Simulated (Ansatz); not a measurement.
## Geometry relaxation of GaNH₄O₂

GaNH₄O₂, computed with RKS PBE-D4/def2-SVP (Ansatz 0.2.0).

It belongs to a series of runs on one base structure; here: start relaxed.

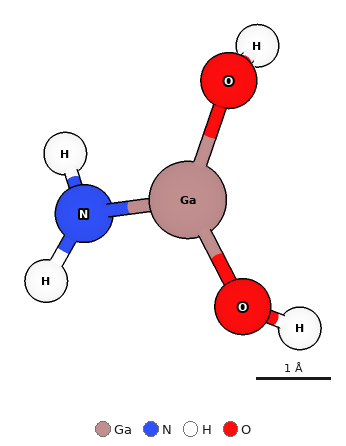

Figure 1. The structure as given in the input (ball-and-stick view, seen at a tilt). Sticks mark near contacts.

## Summary

- outcome: converged
- total energy: −58004.1842 eV
- mean-field energy: −58004.0545 eV
- largest force (length of the vector) at the end: 0.010 eV/Å
- hardware: 2 threads of Arm Neoverse V1, 24 GiB of memory available, shared host
- wall time: 18 s (CPU time 31 s)
- peak memory: 0.13 GiB

## Input
```yaml
crystal:
  periodic: [false, false, false]
  atoms:
    - { symbol: Ga, position_ang: [0.0, 0.0, 0.0] }
    - { symbol: "N", position_ang: [0.0, 0.0, 1.93] }
    - { symbol: H, position_ang: [-0.877, -0.2713, 2.46] }
    - { symbol: H, position_ang: [0.877, 0.2713, 2.46] }
    - { symbol: O, position_ang: [1.5501, 0.0, -0.895] }
    - { symbol: H, position_ang: [1.85, -0.9519, -1.0499] }
    - { symbol: O, position_ang: [-1.5501, 0.0, -0.895] }
    - { symbol: H, position_ang: [-2.0598, -0.8467, -0.6865] }
basis:
  gaussian: { orbitals: def2-SVP }
hamiltonian:
  xc: pbe
  dispersion: d4
relax:
  f_tol: 0.02
  max_steps: 40
```

Run as:
```bash
ansatz run input.yaml --threads 2 --pin off --max-ram 3072MiB --backend cpu --events-out ev --progress --plain --runs-dir out
```

## Output
```
The last accepted step is kept in [file] (removed where the run ends without a failure and the disk answers)
Engine: ansatz 0.2.0, aarch64-unknown-linux-gnu
Functional definition: PBE
  parameter kappa = 0.804
  parameter beta = 0.06672455060314922
  exchange = pbe_x(kappa = kappa, mu = beta*pi^2/3)
  correlation = pbe_c(beta = beta)
1045 factors; their error is unknown
mean field evaluation 1: about -57984.0196 eV, gradient 1.0e2 eV
mean field evaluation 2: about -57895.5394 eV, gradient 2.1e2 eV
mean field evaluation 4: about -58002.7331 eV, gradient 1.8e1 eV
mean field evaluation 8: about -58003.5031 eV, gradient 2.7e-1 eV
mean field evaluation 16: about -58003.4590 eV, gradient 1.1e-4 eV
mean field -58003.45899936 eV, -2131.5878020700 hartree, gradient 2.1e-5 eV, S^2 0.000000; 0 other end points of the search recorded, 0 dependent functions left out
the calculation of the forces begins
reference -58003.45903954 eV, -2131.5878035465 hartree; 29, 29 occupied and 65, 65 virtual orbitals, 1045 factors
relax step   1: F+E_penalty+E_count = -58003.58635377 eV  Δ(F+E_penalty+E_count) = +0.000e0 eV  max|allowed force component| = 2.375e0 eV/Å  Δτ_max = 0.0000 Å  (27 SCF iters, accepted)
these checks for a lower state are left out or cut short: starts, cluster_reference, orbital_swaps, neighbouring_geometries, increment
1045 factors; their error is unknown
mean field -58003.72763209 eV, -2131.5976741405 hartree, gradient 1.5e-5 eV, S^2 0.000000; 0 other end points of the search recorded, 0 dependent functions left out
the calculation of the forces begins
reference -58003.72767214 eV, -2131.5976756124 hartree; 29, 29 occupied and 65, 65 virtual orbitals, 1045 factors
relax step   2: F+E_penalty+E_count = -58003.85612676 eV  Δ(F+E_penalty+E_count) = -2.698e-1 eV  max|allowed force component| = 1.495e0 eV/Å  Δτ_max = 0.1990 Å  (33 SCF iters, accepted)
these checks for a lower state are left out or cut short: starts, cluster_reference, orbital_swaps, neighbouring_geometries, increment
1045 factors; their error is unknown
mean field evaluation 32: about -58003.8168 eV, gradient 1.8e-5 eV
mean field -58003.81680549 eV, -2131.6009512028 hartree, gradient 1.8e-5 eV, S^2 0.000000; 0 other end points of the search recorded, 0 dependent functions left out
the calculation of the forces begins
reference -58003.81684540 eV, -2131.6009526693 hartree; 29, 29 occupied and 65, 65 virtual orbitals, 1045 factors
relax step   3: F+E_penalty+E_count = -58003.94614930 eV  Δ(F+E_penalty+E_count) = -9.002e-2 eV  max|allowed force component| = 1.224e0 eV/Å  Δτ_max = 0.1053 Å  (29 SCF iters, accepted)
these checks for a lower state are left out or cut short: starts, cluster_reference, orbital_swaps, neighbouring_geometries, increment
1045 factors; their error is unknown
mean field -58003.89884238 eV, -2131.6039660029 hartree, gradient 1.4e-5 eV, S^2 0.000000; 0 other end points of the search recorded, 0 dependent functions left out
the calculation of the forces begins
reference -58003.89888224 eV, -2131.6039674675 hartree; 29, 29 occupied and 65, 65 virtual orbitals, 1045 factors
relax step   4: F+E_penalty+E_count = -58004.02831801 eV  Δ(F+E_penalty+E_count) = -8.217e-2 eV  max|allowed force component| = 5.575e-1 eV/Å  Δτ_max = 0.2000 Å  (33 SCF iters, accepted)
these checks for a lower state are left out or cut short: starts, cluster_reference, orbital_swaps, neighbouring_geometries, increment
1045 factors; their error is unknown
mean field -58003.99013002 eV, -2131.6073207615 hartree, gradient 1.6e-5 eV, S^2 0.000000; 0 other end points of the search recorded, 0 dependent functions left out
the calculation of the forces begins
reference -58003.99016934 eV, -2131.6073222064 hartree; 29, 29 occupied and 65, 65 virtual orbitals, 1045 factors
relax step   5: F+E_penalty+E_count = -58004.11997606 eV  Δ(F+E_penalty+E_count) = -9.166e-2 eV  max|allowed force component| = 3.649e-1 eV/Å  Δτ_max = 0.2000 Å  (32 SCF iters, accepted)
these checks for a lower state are left out or cut short: starts, cluster_reference, orbital_swaps, neighbouring_geometries, increment
1045 factors; their error is unknown
mean field -58004.03758133 eV, -2131.6090645650 hartree, gradient 1.6e-5 eV, S^2 0.000000; 0 other end points of the search recorded, 0 dependent functions left out
the calculation of the forces begins
reference -58004.03761982 eV, -2131.6090659797 hartree; 29, 29 occupied and 65, 65 virtual orbitals, 1045 factors
relax step   6: F+E_penalty+E_count = -58004.16726480 eV  Δ(F+E_penalty+E_count) = -4.729e-2 eV  max|allowed force component| = 2.186e-1 eV/Å  Δτ_max = 0.2000 Å  (33 SCF iters, accepted)
these checks for a lower state are left out or cut short: starts, cluster_reference, orbital_swaps, neighbouring_geometries, increment
1045 factors; their error is unknown
mean field evaluation 64: about -58004.0528 eV, gradient 1.7e-5 eV
mean field -58004.05280804 eV, -2131.6096241365 hartree, gradient 1.7e-5 eV, S^2 0.000000; 0 other end points of the search recorded, 0 dependent functions left out
the calculation of the forces begins
reference -58004.05284621 eV, -2131.6096255390 hartree; 29, 29 occupied and 65, 65 virtual orbitals, 1045 factors
relax step   7: F+E_penalty+E_count = -58004.18248717 eV  Δ(F+E_penalty+E_count) = -1.522e-2 eV  max|allowed force component| = 7.906e-2 eV/Å  Δτ_max = 0.1400 Å  (34 SCF iters, accepted)
these checks for a lower state are left out or cut short: starts, cluster_reference, orbital_swaps, neighbouring_geometries, increment
1045 factors; their error is unknown
mean field -58004.05421552 eV, -2131.6096758604 hartree, gradient 1.8e-5 eV, S^2 0.000000; 0 other end points of the search recorded, 0 dependent functions left out
the calculation of the forces begins
reference -58004.05425367 eV, -2131.6096772624 hartree; 29, 29 occupied and 65, 65 virtual orbitals, 1045 factors
relax step   8: F+E_penalty+E_count = -58004.18387441 eV  Δ(F+E_penalty+E_count) = -1.387e-3 eV  max|allowed force component| = 2.530e-2 eV/Å  Δτ_max = 0.0255 Å  (29 SCF iters, accepted)
these checks for a lower state are left out or cut short: starts, cluster_reference, orbital_swaps, neighbouring_geometries, increment
1045 factors; their error is unknown
mean field -58004.05446403 eV, -2131.6096849930 hartree, gradient 1.7e-5 eV, S^2 0.000000; 0 other end points of the search recorded, 0 dependent functions left out
the calculation of the forces begins
reference -58004.05450218 eV, -2131.6096863947 hartree; 29, 29 occupied and 65, 65 virtual orbitals, 1045 factors
relax step   9: F+E_penalty+E_count = -58004.18414359 eV  Δ(F+E_penalty+E_count) = -2.692e-4 eV  max|allowed force component| = 9.220e-3 eV/Å  Δτ_max = 0.0123 Å  (29 SCF iters, accepted)
1045 factors; their error is unknown
mean field evaluation 96: about -58004.0545 eV, gradient 1.3e-4 eV
```

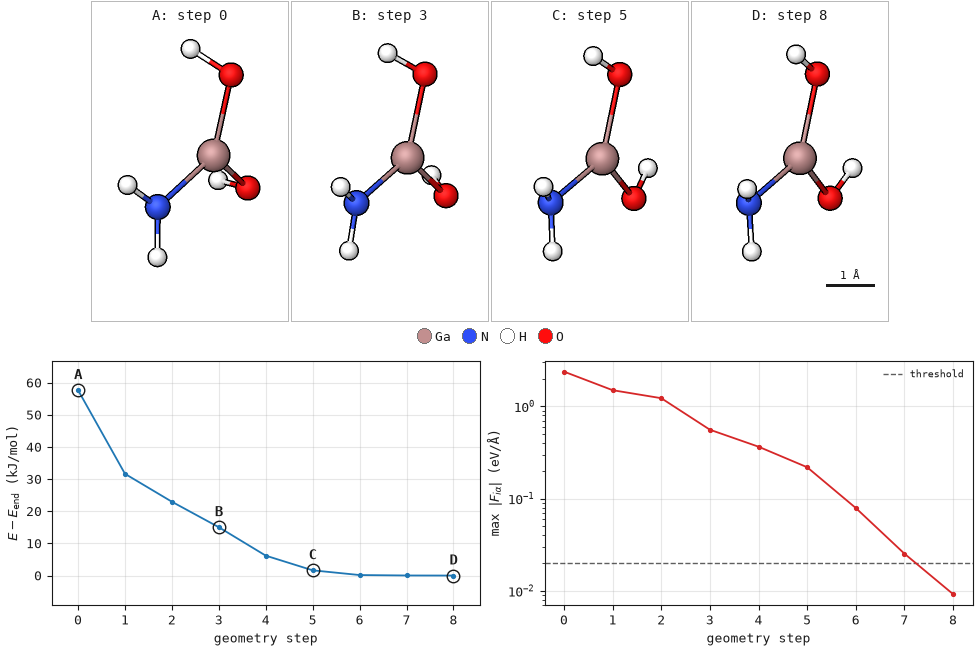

Figure 2. Frames of the relaxation (ball-and-stick view, seen at a tilt) above the curves, on which the letters mark them (the first geometry is step 0 here and step 1 in the log).

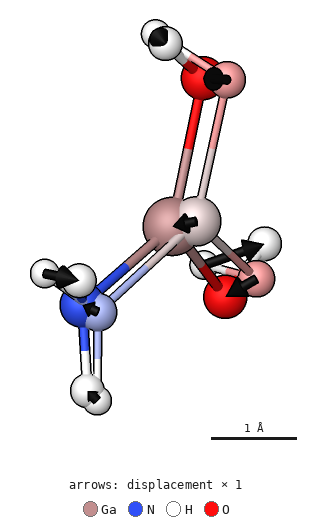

Figure 3. Start (faint) and end (solid) with the displacements as black arrows, at true length (ball-and-stick view, seen at a tilt). The two geometries are laid on each other by the best rigid fit. The energy falls by 57.7 kJ/mol in 8 geometry steps. Largest force component: 2.4 eV/Å at the start, 0.0092 eV/Å at the end. H6 moves most after the best rigid fit: 0.77 Å. Largest moves by element: H 0.77 Å, O 0.54 Å, Ga 0.31 Å, N 0.21 Å. Among the contacts that change: Ga1–N2 1.930 → 1.831 Å, N2–H3 1.060 → 1.023 Å, O5–H6 1.010 → 0.975 Å, Ga1–O7 1.790 → 1.806 Å. Among the angles that change: H3–N2–H4 120.0° → 109.7°, N2–Ga1–O7 120.0° → 125.0°, Ga1–N2–H4 120.0° → 116.1°. (Atoms are counted from 1 in the order of the input.)

```
mean field -58004.05446403 eV, -2131.6096849930 hartree, gradient 1.7e-5 eV, S^2 0.000000; 1 other end points of the search recorded, 0 dependent functions left out
the calculation of the forces begins
reference -58004.05450218 eV, -2131.6096863947 hartree; 29, 29 occupied and 65, 65 virtual orbitals, 1045 factors
Total energy: -58004.18418173 eV, -2131.6144520305 hartree
Atom 0 at     0.080082    -0.259686     0.147890 Å, force    -0.000870    -0.001517     0.007646 eV/Å
Atom 1 at    -0.062074    -0.192895     1.972317 Å, force     0.001315     0.002508    -0.009220 eV/Å
Atom 2 at    -0.912112     0.199921     2.384457 Å, force     0.001336    -0.003214     0.000087 eV/Å
Atom 3 at     0.758340     0.157480     2.474996 Å, force     0.001168     0.001814    -0.000814 eV/Å
Atom 4 at     1.719980    -0.257744    -0.589313 Å, force     0.004758    -0.000842     0.004249 eV/Å
Atom 5 at     1.660605    -0.397495    -1.552147 Å, force    -0.004237    -0.000080     0.001087 eV/Å
Atom 6 at    -1.302475    -0.481872    -0.991912 Å, force    -0.004275     0.003412    -0.000000 eV/Å
Atom 7 at    -2.152146    -0.566309    -0.522688 Å, force     0.000805    -0.002081    -0.003034 eV/Å
Dipole moment:    -0.318098     0.163524     0.257667 e Å
```

## Trajectory as extended XYZ (Å, eV, eV/Å), 9 frames, from step=1 to step=9
```
8
Properties=species:S:1:pos:R:3:forces:R:3 step=1 energy=-58003.58635
Ga    0.0000    0.0000    0.0000    0.0687  -0.2355   2.3754
N     0.0000    0.0000    1.9300    0.0242  -0.0279  -0.9689
H    -0.8770   -0.2713    2.4600    1.5015   0.6433  -0.4781
H     0.8770    0.2713    2.4600   -1.5104  -0.5689  -0.4890
O     1.5501    0.0000   -0.8950    0.8593  -1.2309  -0.4106
H     1.8500   -0.9519   -1.0499   -0.4639   1.4477   0.2265
O    -1.5501    0.0000   -0.8950   -1.1330  -1.3598   0.0189
H    -2.0598   -0.8467   -0.6865    0.6536   1.3321  -0.2742
8
Properties=species:S:1:pos:R:3:forces:R:3 step=2 energy=-58003.85613
Ga    0.0049   -0.1231    0.0309    0.1183   0.2921   1.0380
N     0.0065   -0.0620    1.8909   -1.0388  -0.1137  -0.1783
H    -0.8985   -0.0742    2.4437    1.4948   0.1385  -0.6589
H     0.8624    0.1560    2.4206   -0.4756  -0.1323  -0.0564
O     1.5724    0.0426   -0.8515    0.2643  -0.6719  -0.1053
H     1.9080   -0.8591   -1.0824   -0.1853   0.6427   0.0645
O    -1.5424   -0.0585   -0.8922   -0.5179  -0.8188   0.0643
H    -2.1231   -0.8204   -0.6363    0.3402   0.6634  -0.1679
8
Properties=species:S:1:pos:R:3:forces:R:3 step=3 energy=-58003.94615
Ga    0.0161   -0.0763    0.0435    0.0431   0.0001  -0.2085
N    -0.0079   -0.0750    1.8571   -1.1421   0.0365   0.6460
H    -0.9038    0.0113    2.4048    1.2242  -0.0502  -0.5770
H     0.8389    0.0535    2.4150   -0.1404   0.0185   0.0283
O     1.6080    0.0615   -0.8158   -0.0465  -0.2115   0.0908
H     1.8948   -0.8266   -1.1135   -0.0847   0.2404  -0.0470
O    -1.5152   -0.1427   -0.9326   -0.3238  -0.6785   0.3504
H    -2.1407   -0.8044   -0.5348    0.4702   0.6448  -0.2829
8
Properties=species:S:1:pos:R:3:forces:R:3 step=4 energy=-58004.02832
Ga    0.0585   -0.1106    0.0740   -0.1464   0.0520  -0.1903
N    -0.0509   -0.0635    1.8850   -0.3016   0.0151   0.3001
H    -0.9297    0.0507    2.4173    0.5575  -0.0167  -0.2943
H     0.7918    0.0503    2.4532   -0.1518   0.0102   0.0358
O     1.6543    0.0346   -0.7660    0.0448  -0.4783  -0.0327
H     1.8229   -0.7800   -1.2942   -0.1300   0.4854   0.1356
O    -1.4384   -0.2160   -0.9497   -0.1119  -0.3866   0.2141
H    -2.1184   -0.7640   -0.4960    0.2393   0.3188  -0.1683
8
Properties=species:S:1:pos:R:3:forces:R:3 step=5 energy=-58004.11998
Ga    0.0242   -0.1743    0.0861    0.2541   0.1112   0.1927
N    -0.0515   -0.1439    1.9079   -0.2497   0.0393   0.1550
H    -0.8755    0.2038    2.4109    0.1966  -0.0805  -0.0633
H     0.8100    0.0190    2.4377   -0.0938   0.0566  -0.0887
O     1.6795   -0.0185   -0.6149   -0.0522  -0.3649  -0.2131
H     1.7674   -0.6212   -1.3830    0.0070   0.2818   0.0827
O    -1.3842   -0.3982   -1.0120   -0.1887  -0.0997   0.0363
H    -2.1797   -0.6653   -0.5090    0.1268   0.0563  -0.1016
8
Properties=species:S:1:pos:R:3:forces:R:3 step=6 energy=-58004.16726
Ga    0.0902   -0.2147    0.1261   -0.0615  -0.0072  -0.1341
N    -0.0641   -0.1696    1.9452    0.0867   0.0284   0.1022
H    -0.9415    0.1076    2.3924    0.0333   0.0248  -0.0746
H     0.7333    0.1835    2.4829   -0.0406  -0.0436  -0.0323
O     1.7238   -0.1876   -0.6275    0.0278  -0.1083  -0.1123
H     1.7120   -0.5222   -1.5477   -0.0914   0.1399   0.2186
O    -1.3297   -0.4012   -0.9830    0.0455  -0.0610   0.0991
H    -2.1337   -0.5943   -0.4648    0.0003   0.0270  -0.0666
8
Properties=species:S:1:pos:R:3:forces:R:3 step=7 energy=-58004.18249
Ga    0.0767   -0.2568    0.1373    0.0596  -0.0264   0.0699
N    -0.0675   -0.1922    1.9649    0.0216  -0.0040  -0.0791
H    -0.9188    0.2008    2.3750    0.0317   0.0034   0.0088
H     0.7560    0.1533    2.4667   -0.0338   0.0084   0.0073
O     1.7232   -0.2707   -0.5862    0.0059   0.0186  -0.0099
H     1.6900   -0.3841   -1.5542   -0.0444  -0.0062   0.0432
O    -1.3164   -0.4852   -0.9862   -0.0052   0.0122  -0.0238
H    -2.1531   -0.5638   -0.4937   -0.0354  -0.0059  -0.0164
8
Properties=species:S:1:pos:R:3:forces:R:3 step=8 energy=-58004.18387
Ga    0.0775   -0.2634    0.1435    0.0149   0.0242   0.0053
N    -0.0614   -0.1918    1.9678    0.0044   0.0151   0.0251
H    -0.9119    0.1922    2.3874   -0.0036  -0.0103  -0.0232
H     0.7573    0.1646    2.4697    0.0027  -0.0148  -0.0188
O     1.7218   -0.2592   -0.5859   -0.0186  -0.0087  -0.0107
H     1.6701   -0.3994   -1.5494   -0.0067   0.0030   0.0172
O    -1.3100   -0.4724   -0.9940    0.0253  -0.0074   0.0116
H    -2.1531   -0.5693   -0.5156   -0.0186  -0.0011  -0.0064
8
Properties=species:S:1:pos:R:3:forces:R:3 step=9 energy=-58004.18414
Ga    0.0801   -0.2597    0.1479   -0.0009  -0.0015   0.0076
N    -0.0621   -0.1929    1.9723    0.0013   0.0025  -0.0092
H    -0.9121    0.1999    2.3845    0.0013  -0.0032   0.0001
H     0.7583    0.1575    2.4750    0.0012   0.0018  -0.0008
O     1.7200   -0.2577   -0.5893    0.0048  -0.0008   0.0042
H     1.6606   -0.3975   -1.5521   -0.0042  -0.0001   0.0011
O    -1.3025   -0.4819   -0.9919   -0.0043   0.0034   0.0000
H    -2.1521   -0.5663   -0.5227    0.0008  -0.0021  -0.0030
```
